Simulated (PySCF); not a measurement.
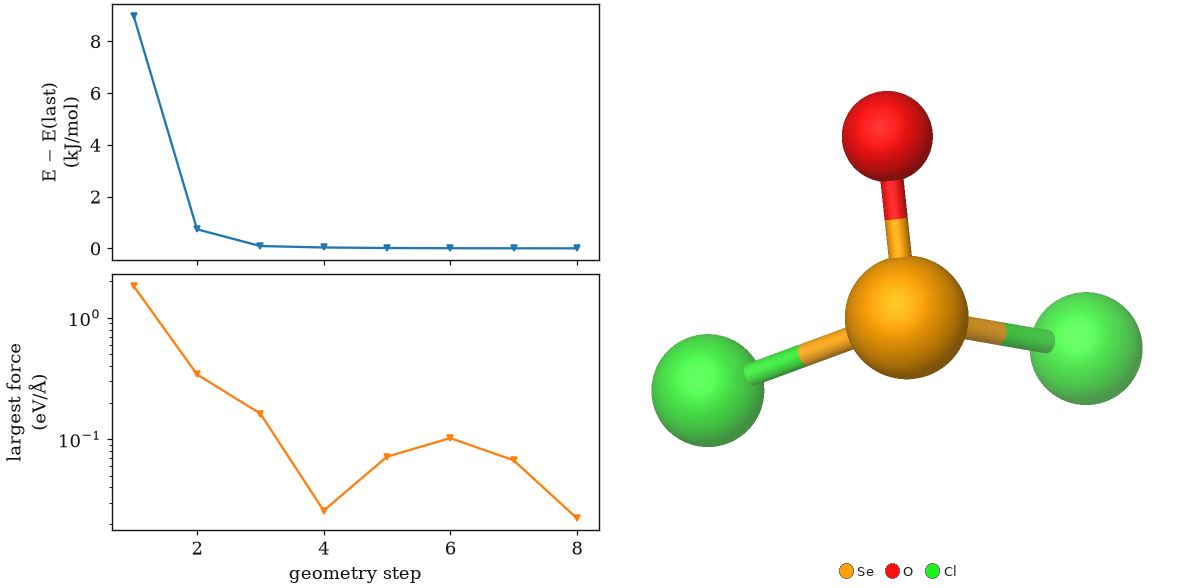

Beside the plot: the molecule at the start.

History of a geometry optimisation.

System: SeOCl2 (SMILES O=[Se](Cl)Cl).
Method: PySCF, PBE0-D3(BJ)/def2-SVP, geometry optimisation.

Question: How did the optimisation end?

Answer: The optimisation met its thresholds at geometry 8, counting the start as the first. The energy fell by about 9 kJ/mol from the first step to the last. The largest force goes from about 1.8 eV/Å at the start to 0.022 eV/Å at the end.

Question: By which step was nine tenths of the energy gained?

Answer: By step 2 of 8.
